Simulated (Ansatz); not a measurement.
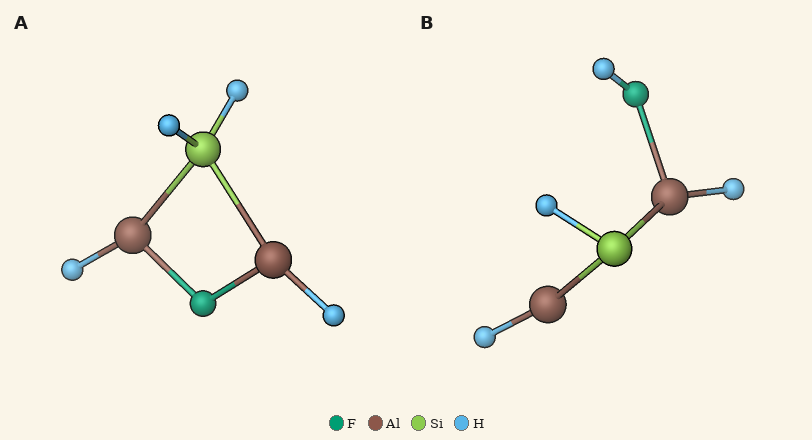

2 stationary structures of one formula. Charge +1, singlet. Geometries: PBE-D4/def2-SVP. Electronic energies: PBE-D4/def2-SVP (Ansatz 0.2.0), without zero-point energy. No frequency run is at hand to confirm each as a minimum. Each is one conformer, not always the lowest.

Which is lowest in energy, and by how much?

Answer. A is lowest (C2v); B lies 2.426 eV above it (C1).
